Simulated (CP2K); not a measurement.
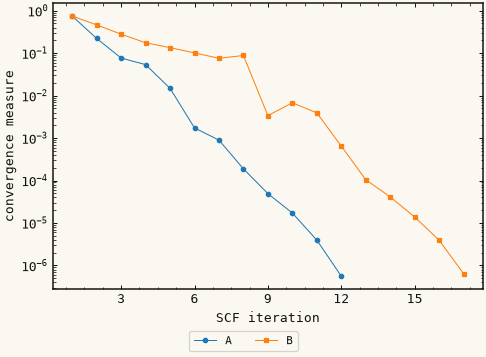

Two SCF runs that differ in one setting.
System: H2SZn (SMILES [SH][ZnH]).
Method: RHF MNDOD in CP2K 2026.2.

A: alpha set to 1.0 (from 0.4)
B: usual settings

Q: How did each SCF end?

A: Run A converged in 12 iterations. Run B converged in 17 iterations. CP2K mixes the density linearly, with weight alpha, until the error falls below EPS_DIIS, and only then turns to DIIS. That happens at step 8 with the usual settings and at step 4 in the changed run. Both end at the same energy within 1 meV.
